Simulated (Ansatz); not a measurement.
# YTi3B3: one candidate of a structure search, part 2 of 2

The task: take a trial cell of YTi3B3 to zero force and stress.

Ansatz 0.2.0; DFT PBE, scalar-relativistic, plane waves, PAW.

### 4 Spin check on a coarse mesh

Input file input.yaml:

```yaml
crystal:
  lattice:
    - [4.8406452392, 0.0, 0.0]
    - [0.0, 4.8406452392, 0.0]
    - [0.0, 0.0, 4.8406452392]
  atoms:
    - { symbol: "Y", position: [0.0, 0.0, 0.0] }
    - { symbol: Ti, position: [0.5, 0.0, 0.0], spin: 1.0 }
    - { symbol: Ti, position: [0.0, 0.5, 0.0], spin: 1.0 }
    - { symbol: Ti, position: [0.0, 0.0, 0.5], spin: 1.0 }
    - { symbol: B, position: [0.0, 0.5, 0.5] }
    - { symbol: B, position: [0.5, 0.0, 0.5] }
    - { symbol: B, position: [0.5, 0.5, 0.0] }
basis:
  ecutwfc: 420
kpoints:
  mp_grid: { grid: [4, 4, 4] }
hamiltonian:
  xc: pbe
scf:
  occupations: { method: gaussian, width: 0.1 }
  lower_state_search: "off"
output:
  forces: true
  stress: true
  eigenvalues: true
  populations: true
magnetization:
  spin_polarized: true
```

The run is started by

```bash
$ ansatz run input.yaml --threads 1 --pin off --max-ram 2048MiB --backend cpu --events-out ev --progress --plain --runs-dir out
```

The program printed (excerpt; [...] marks lines left out):

```text
[...]
SCF converged after 19 iterations
Magnetization: -0.0000 μB (28.0000 up, 28.0000 down)
Absolute magnetization: 0.0000 μB (∫|ρ↑−ρ↓|, with the PAW one-centre terms)
Spin contamination: 0.0000 ħ² per cell (⟨S²⟩ above its minimum at these occupations)
[...]
Free energy (F): -11806.234871 eV
[...]
E sigma→0 (E₀):  -11806.220634 eV
Entropy (-TS):   -0.028474 eV (-4.068 meV/atom)
Fermi energy:    9.708715 eV
[...]
        0.000000       0.000000       0.128874
  P = ⅓ Tr σ = 0.1289 GPa (1.289 kbar)
--- Band table (eV; the first three rows and the last of 20) ---
[...]
--- Löwdin populations: 7 sites ---
  site symbol       q [e]    m [muB]
     0      Y     11.4527     0.0000
     1     Ti     11.2831     0.0000
     2     Ti     11.2831     0.0000
     3     Ti     11.2831     0.0000
     4      B      3.5075    -0.0000
     5      B      3.5075    -0.0000
     6      B      3.5075    -0.0000
  spilling = 0.003131 (of n_electrons = 56.000000)
```

Run time: 12 s. Hardware: 1 thread of Arm Neoverse V2, shared host; peak memory 0.41 GiB.

Per atom:

```csv
atom,Löwdin electrons
Y1,11.45
Ti2,11.28
Ti3,11.28
Ti4,11.28
B5,3.51
B6,3.51
B7,3.51
```

The Löwdin counts miss 0.18 of the 56 electrons, which the atomic orbitals do not span, so they are no charges.

The same cell is solved with trial moments on Ti. The largest site moment that stays is 0.00 μB and the cell's total 0.00 μB. The workflow keeps spin only above 0.25 μB on a site, so the next run goes without spin.

### 5 Full relaxation

The end of the coarse run is made exact in the group found at a tolerance of 0.06 Å and reduced to its primitive cell.

Input file input.yaml:

```yaml
crystal:
  lattice:
    - [4.8406452392, 0.0, 0.0]
    - [0.0, 4.8406452392, 0.0]
    - [0.0, 0.0, 4.8406452392]
  atoms:
    - { symbol: "Y", position: [0.0, 0.0, 0.0] }
    - { symbol: Ti, position: [0.5, 0.0, 0.0] }
    - { symbol: Ti, position: [0.0, 0.5, 0.0] }
    - { symbol: Ti, position: [0.0, 0.0, 0.5] }
    - { symbol: B, position: [0.0, 0.5, 0.5] }
    - { symbol: B, position: [0.5, 0.0, 0.5] }
    - { symbol: B, position: [0.5, 0.5, 0.0] }
basis:
  ecutwfc: 420
kpoints:
  mp_grid: { grid: [8, 8, 8] }
hamiltonian:
  xc: pbe
scf:
  occupations: { method: gaussian, width: 0.1 }
output:
  forces: true
  stress: true
  eigenvalues: true
  write_density: true
  write_potential: true
  elf: true
  volumetric_format: npy
relax:
  adjacent_minimum: "off"
  f_tol: 0.01
  max_steps: 80
  cell: { stress_tol: 0.05 }
```

The run is started by

```bash
$ ansatz run input.yaml --threads 1 --pin off --max-ram 2048MiB --backend cpu --events-out ev --progress --plain --runs-dir out
```

The program printed:

```text
Warning: RAYON_NUM_THREADS=1 ignored (pool sized by the plan → 1); use --threads N
[... 10 set-up lines as earlier in the session ...]
Crystal: 7 atoms, lattice volume = 113.425 Å³
Basis set: ecut = 420 eV, 2205 PW (Γ), exchange–correlation on 72×72×72 points (8 copies of the dense FFT grid, shifted against one another)
Bands: 35, of which v1, the nominal top of the filled ones, is band 28 counted from 1 (27 counted from 0)
[... 1 set-up line as earlier in the session ...]
Space group: Pm-3m (ITA 221), of the structure as read, at distance tolerance 4.8e-5 Å
k-points: 35 of 512
[... 10 set-up lines as earlier in the session ...]
SCF iter   1: F=—  HF=-11806.386664 eV  |F-HF|=—  |Δ(HF+E_count)|=         —  Δρ=9.82e-3  dr2=4.32e-2  ethr=1.77e-3  ⟨swp⟩=4.0  Hψ=4812  notcnv=0
preconditioner: auto → LDOS  [metal: Δε(μ)=0.025 eV  Ē_g=3.835 eV  σ=0.100 eV  W_gap=0.14  n_scr=26 (ndim 8)  ℏωp=17.1 eV  f_vac=0.015  D(μ)=3.86/eV (n_scr^D=26)  β→1.0]
SCF iter   2: F=—  HF=-11806.379399 eV  |F-HF|=—  |Δ(HF+E_count)|=   7.27e-3  Δρ=2.63e-3  dr2=3.51e-3  ethr=7.71e-5  ⟨swp⟩=2.0  Hψ=2626  notcnv=0  defer=44
SCF iter   3: F=—  HF=-11806.378443 eV  |F-HF|=—  |Δ(HF+E_count)|=   9.56e-4  Δρ=7.54e-4  dr2=7.12e-4  ethr=6.28e-6  ⟨swp⟩=2.0  Hψ=2159  notcnv=0  defer=44
SCF iter   4: F=—  HF=-11806.378327 eV  |F-HF|=—  |Δ(HF+E_count)|=   1.16e-4  Δρ=1.92e-4  dr2=2.93e-5  ethr=1.27e-6  ⟨swp⟩=2.6  Hψ=2028  notcnv=0  defer=44
SCF iter   5: F=—  HF=-11806.378230 eV  |F-HF|=—  |Δ(HF+E_count)|=   9.68e-5  Δρ=3.90e-5  dr2=1.84e-6  ethr=5.23e-8  ⟨swp⟩=2.0  Hψ=1580  notcnv=0  defer=38
SCF iter   6: F=—  HF=-11806.378230 eV  |F-HF|=—  |Δ(HF+E_count)|=   3.41e-7  Δρ=1.05e-5  dr2=1.32e-7  ethr=3.28e-9  ⟨swp⟩=2.0  Hψ=1596  notcnv=0  defer=37
SCF iter   7: F=-11806.378230 eV  HF=-11806.378230 eV  |F-HF|=9.37e-10  |Δ(HF+E_count)|=   1.47e-8  Δρ=1.22e-6  dr2=1.07e-9  ethr=1.79e-10  ⟨swp⟩=12.6  Hψ=7745  notcnv=0
SCF 1 converged in 7 iterations: F = -11806.378230 eV  dr2 = 1.07e-9
relax step   1: F+E_penalty+E_count = -11806.37823038 eV  Δ(F+E_penalty+E_count) = +0.000e0 eV  max|allowed force component| = 1.837e-29 eV/Å  Δτ_max = 0.0000 Å  P = +0.126 GPa  Ω = 113.425 Å³  (7 SCF iters, dr2 threshold 1.00e-7 eV, accepted)
Crystal: 7 atoms, lattice volume = 113.580 Å³
[... 2 set-up lines as earlier in the session ...]
iter 1 solved again at ethr=9.28e-8 eV; its pass at ethr=3.10e-3 eV (dr2=5.20e-5 eV) is discarded
SCF iter   1: F=—  HF=-11806.378338 eV  |F-HF|=—  |Δ(HF+E_count)|=         —  Δρ=1.02e-4  dr2=4.44e-5  ethr=9.28e-8  ⟨swp⟩=2.4  Hψ=5798  notcnv=0
preconditioner: auto → LDOS  [metal: Δε(μ)=0.034 eV  Ē_g=3.818 eV  σ=0.100 eV  W_gap=0.19  n_scr=26 (ndim 8)  ℏωp=17.1 eV  f_vac=0.013  D(μ)=3.91/eV (n_scr^D=26)  β→1.0]
SCF iter   2: F=—  HF=-11806.378246 eV  |F-HF|=—  |Δ(HF+E_count)|=   9.28e-5  Δρ=4.87e-5  dr2=4.18e-6  ethr=7.92e-8  ⟨swp⟩=2.0  Hψ=1636  notcnv=0
SCF iter   3: F=—  HF=-11806.378238 eV  |F-HF|=—  |Δ(HF+E_count)|=   7.40e-6  Δρ=1.37e-5  dr2=2.89e-7  ethr=7.46e-9  ⟨swp⟩=2.3  Hψ=1869  notcnv=0
SCF iter   4: F=-11806.378238 eV  HF=-11806.378238 eV  |F-HF|=2.20e-8  |Δ(HF+E_count)|=   3.03e-8  Δρ=4.24e-6  dr2=3.12e-8  ethr=7.10e-11  ⟨swp⟩=9.0  Hψ=7823  notcnv=0
SCF 2 converged in 4 iterations: F = -11806.378238 eV  dr2 = 3.12e-8
relax step   2: F+E_penalty+E_count = -11806.37823816 eV  Δ(F+E_penalty+E_count) = -7.772e-6 eV  max|allowed force component| = 5.567e-30 eV/Å  Δτ_max = 0.0000 Å  P = +0.008 GPa  Ω = 113.580 Å³  energy of the carried Pulay correction = -5.722e-5 eV  (4 SCF iters, dr2 threshold 3.97e-8 eV, accepted)
[... 1 set-up line as earlier in the session ...]
iter 1 solved again at ethr=4.31e-8 eV; its pass at ethr=3.10e-3 eV (dr2=2.41e-5 eV) is discarded
SCF iter   1: F=—  HF=-11806.378375 eV  |F-HF|=—  |Δ(HF+E_count)|=         —  Δρ=5.48e-6  dr2=4.30e-8  ethr=4.31e-8  ⟨swp⟩=4.2  Hψ=8326  notcnv=0
preconditioner: auto → LDOS  [metal: Δε(μ)=0.033 eV  Ē_g=3.818 eV  σ=0.100 eV  W_gap=0.18  n_scr=26 (ndim 8)  ℏωp=17.1 eV  f_vac=0.013  D(μ)=3.91/eV (n_scr^D=26)  β→1.0]
SCF iter   2: F=—  HF=-11806.378287 eV  |F-HF|=—  |Δ(HF+E_count)|=   8.82e-5  Δρ=4.44e-6  dr2=2.29e-8  ethr=7.68e-11  ⟨swp⟩=2.7  Hψ=2279  notcnv=0
SCF iter   3: F=—  HF=-11806.378287 eV  |F-HF|=—  |Δ(HF+E_count)|=   3.65e-9  Δρ=7.80e-7  dr2=5.41e-10  ethr=4.08e-11  ⟨swp⟩=2.4  Hψ=1935  notcnv=0
SCF iter   4: F=—  HF=-11806.378287 eV  |F-HF|=—  |Δ(HF+E_count)|=  3.06e-10  Δρ=2.62e-7  dr2=7.47e-11  ethr=1.00e-12  ⟨swp⟩=7.7  Hψ=5962  notcnv=0
SCF iter   5: F=-11806.378287 eV  HF=-11806.378287 eV  |F-HF|=1.82e-12  |Δ(HF+E_count)|=    0.00e0  Δρ=6.14e-8  dr2=2.49e-12  ethr=1.00e-12  ⟨swp⟩=5.8  Hψ=4913  notcnv=0
SCF 3 converged in 5 iterations: F = -11806.378287 eV  dr2 = 2.49e-12
relax step   3: F+E_penalty+E_count = -11806.37828658 eV  Δ(F+E_penalty+E_count) = -4.843e-5 eV  max|allowed force component| = 5.830e-30 eV/Å  Δτ_max = 0.0000 Å  P = +0.009 GPa  Ω = 113.580 Å³  stress off target by 8.84e-3 GPa  SCF on the basis re-selected at this cell (its energy is not comparable with the rows above)  (5 SCF iters)
basis re-selected at this cell: Δ(F+E_penalty+E_count) = -4.843e-5 eV, ΔP = +0.000 GPa vs the last step (what re-selecting the basis moved, of the pressure what is left beyond the Pulay correction that the steps carried, after the strain that the cell walked since its last selection, with what the two solves' SCF thresholds leave and, on support functions, any second-order correction that the steps lacked; it is no measure of the basis error at this ecutwfc). This SCF's stress stands 8.84e-3 GPa from its target on what of the cell is left free (relax.cell.stress_tol is 5.00e-2 GPa) and its largest allowed force component is 5.83e-30 eV/Å (relax.f_tol is 1.00e-2 eV/Å): within both
SCF converged after 5 iterations
Free energy (F): -11806.378287 eV
Harris-Foulkes:  -11806.378287 eV  (|F-HF|=1.82e-12)
Internal energy: -11806.358711 eV  (E = F + TS)
E sigma→0 (E₀):  -11806.368499 eV
Entropy (-TS):   -0.019576 eV (-2.797 meV/atom)
Fermi energy:    9.815102 eV
--- Per-component energies (eV) ---
  E_band       = -663.782226
  E_kinetic    = 1259.869154
  E_local      = -4363.125087  (includes V_loc(G=0)·N_el)
  E_nonlocal   = 121.569766
  E_hartree    = 1785.798055
  E_xc         = -557.803203
  E_vxc        = -674.105754  (∫ρ·V_xc dr)
  E_paw        = -6207.540900  (= ΣΔE_a)
  E_vpaw       = -579.586809  (= ΣTr[D̂ρ^β])
  E_aug_tail   = 0.000321  (compensation charges beyond the density's cutoff)
  E_ewald      = -3845.126816
  E_smearing   = -0.019576  (= −TS)
  E_closure    = 0.000000  (closes the sum)
  Σ components = -11806.378287   (vs F -11806.378287, Δ=0.00e0)
--- Forces (eV/Å), atoms counted from 1 ---
  atom   1  Y     -0.00000000     0.00000000     0.00000000
  atom   2  Ti    -0.00000000     0.00000000     0.00000000
  atom   3  Ti     0.00000000     0.00000000     0.00000000
  atom   4  Ti     0.00000000     0.00000000     0.00000000
  atom   5  B      0.00000000     0.00000000    -0.00000000
  atom   6  B      0.00000000    -0.00000000     0.00000000
  atom   7  B      0.00000000     0.00000000     0.00000000
  max |Σ_I F_I| component: 1.17e-29 eV/Å
--- Stress (GPa, compression-positive) ---
        0.008836      -0.000000      -0.000000
       -0.000000       0.008836       0.000000
       -0.000000       0.000000       0.008836
  P = ⅓ Tr σ = 0.0088 GPa (0.088 kbar)
--- Band table (eV; the first three rows and the last of 35) ---
  k-point 0: bands = ["-46.8511", "-46.8249", "-46.8249", "-31.7223", "-23.5012", "-23.5012", "-23.5012", "-23.0586", "-23.0586", "-23.0586", "-23.0525", "-23.0525", "-23.0525", "-11.8123", "-11.8123", "-11.8123", "1.8144", "4.3339", "4.3339", "7.4170", "7.4170", "7.4170", "8.3506", "8.3506", "8.3506", "8.3878", "8.3878", "9.1754", "10.8072", "10.8072", "10.8072", "11.2131", "11.2131", "11.2131", "11.8978"]
  k-point 1: bands = ["-46.8501", "-46.8257", "-46.8249", "-31.7291", "-23.5003", "-23.5003", "-23.4734", "-23.0598", "-23.0587", "-23.0587", "-23.0531", "-23.0531", "-23.0525", "-11.8704", "-11.8143", "-11.8143", "1.9072", "4.2559", "4.4080", "7.3583", "7.3583", "7.4345", "8.0945", "8.3841", "8.4981", "8.4981", "8.5886", "9.3799", "10.2543", "10.7850", "10.7850", "11.0733", "11.0733", "11.1727", "12.0962"]
  k-point 2: bands = ["-46.8476", "-46.8278", "-46.8249", "-31.7456", "-23.4980", "-23.4980", "-23.4051", "-23.0637", "-23.0594", "-23.0594", "-23.0543", "-23.0543", "-23.0527", "-12.0099", "-11.8191", "-11.8191", "2.1739", "4.0073", "4.6079", "7.2540", "7.2540", "7.4780", "7.7722", "8.3597", "8.7992", "8.8443", "8.8443", "9.4029", "9.9954", "10.7103", "10.7103", "10.8161", "10.8161", "11.0744", "11.8076"]
  k-point 34: bands = ["-46.8324", "-46.8324", "-46.8324", "-31.8599", "-23.3518", "-23.3518", "-23.2072", "-23.1090", "-23.1090", "-23.1090", "-23.0129", "-23.0129", "-23.0129", "-12.2332", "-12.2332", "-12.2332", "4.4324", "4.4324", "4.4324", "6.7056", "6.7056", "6.7056", "6.7271", "8.2480", "8.2480", "8.2480", "11.0756", "11.0756", "11.0756", "11.0879", "11.0879", "11.0911", "11.6667", "11.6667", "11.6667"]
--- Relaxed structure (2 steps of the walk, 2 accepted, 1 SCFs on fresh bases) ---
  F+E_penalty+E_count = -11806.37828658 eV   max|allowed force component| = 5.830e-30 eV/Å   (the final SCF, on the basis selected at the relaxed cell)
  cell:  # Å, volume = 113.5804 Å³
    - [4.842850899574413, 0.0, 3.209883240645393e-35]
    - [0.0, 4.842850899574413, 4.012354050806741e-36]
    - [3.209883240645393e-35, 4.012354050806741e-36, 4.842850899574413]
  atoms:
    - { symbol: Y, position: [-2.3127462849138255e-40, 2.4392245973700504e-41, -2.7102495526333885e-42] }
    - { symbol: Ti, position: [0.5, 1.174441472807802e-41, 9.937581692733121e-42] }
    - { symbol: Ti, position: [-1.3009197852640271e-40, 0.5, -1.5358080798338642e-41] }
    - { symbol: Ti, position: [2.1681996420751607e-41, 1.6351838967553488e-40, 0.5] }
    - { symbol: B, position: [1.2286464638604095e-40, 0.5, 0.5] }
    - { symbol: B, position: [0.5, 1.571944740527043e-40, 0.5] }
    - { symbol: B, position: [0.5, 0.5, 3.6136660705707286e-42] }
```

Wall time 28 s (1 thread of Arm Neoverse V2, shared host); peak memory 0.44 GiB.

Step by step:

```
step  E - E(step 1) (eV/cell)  largest force component (eV/Å)  pressure (GPa)  volume (Å³)
   1                   0.0000                          0.0000            0.13       113.43
   2                   0.0000                          0.0000            0.01       113.58
   3                  -0.0001                          0.0000            0.01       113.58
```

Step 1 is the start. Step 3 repeats the geometry before it on a plane-wave basis chosen anew for that cell, so its energy need not be comparable with the rows above.

|  | before | after | change |
| --- | --- | --- | --- |
| a (Å) | 4.841 | 4.843 | 0.0 % |
| b (Å) | 4.841 | 4.843 | 0.0 % |
| c (Å) | 4.841 | 4.843 | 0.0 % |
| volume (Å³/atom) | 16.20 | 16.23 | +0.1 % |
| shortest distance (Å) | 2.420 | 2.421 | 0.0 % |
| space group (0.01 Å) | Pm-3m | Pm-3m | same |

The run keeps the 48 symmetry operations of the start, so it could not have lowered the symmetry.

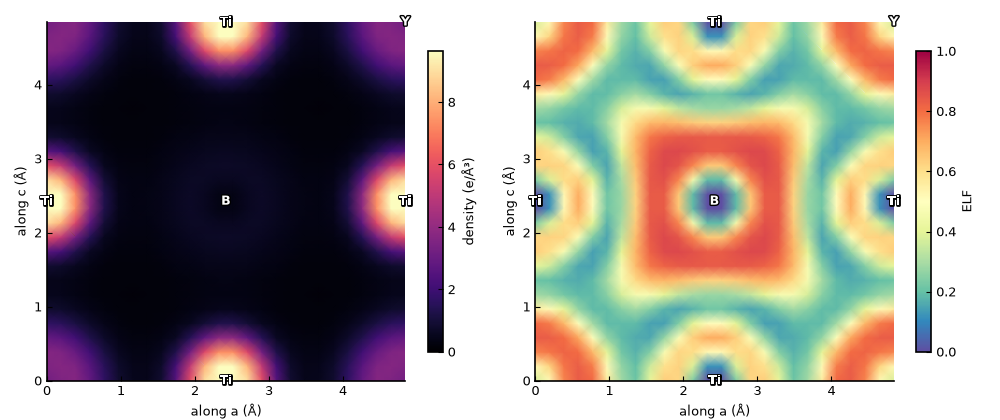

Density (left) and ELF (right) in a lattice plane of the grid's cell (edges 4.84 and 4.84 Å, at 0.000 of the third edge), which holds Y and Ti and B. Only atoms in the plane are labelled. Both are smooth fields of the valence electrons: close to the nuclei they are not physical.

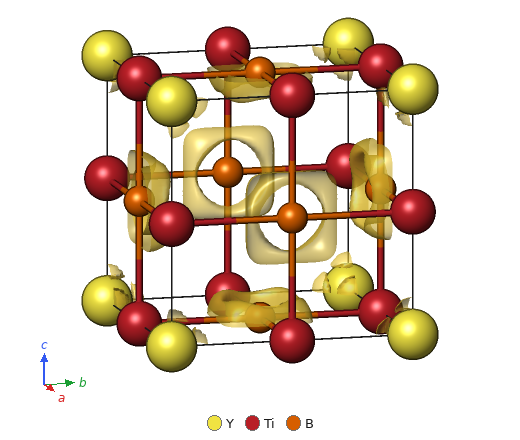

Surface of ELF = 0.82, drawn in one cell.

Outside the cores ELF peaks at 0.88 beside B, off the lines to its neighbours, 0.8 Å from B.

### 6 Outcome

This closing draws on all 2 parts. Changes of volume or cell count from the first structure of part 1.

```
                              quantity                                                                      value
symmetry at the end (tolerance 0.05 Å)                                                space group Pm-3m (No. 221)
                     conventional cell  a = 4.843 Å, b = 4.843 Å, c = 4.843 Å, α = 90.00°, β = 90.00°, γ = 90.00°
                                volume                                                              16.23 Å³/atom
              energy over the elements                                                              +1.29 eV/atom
                       gap on the mesh                                                               none (metal)
```

What this shows: The space group Pm-3m (No. 221) is kept, and the volume per atom grows by 14.3 % from the first guess. The formation energy is positive, so the separate elements lie lower. No finished test with a distortion of lower symmetry is shown, so the end may be a saddle point. Other magnetic orders were not searched.
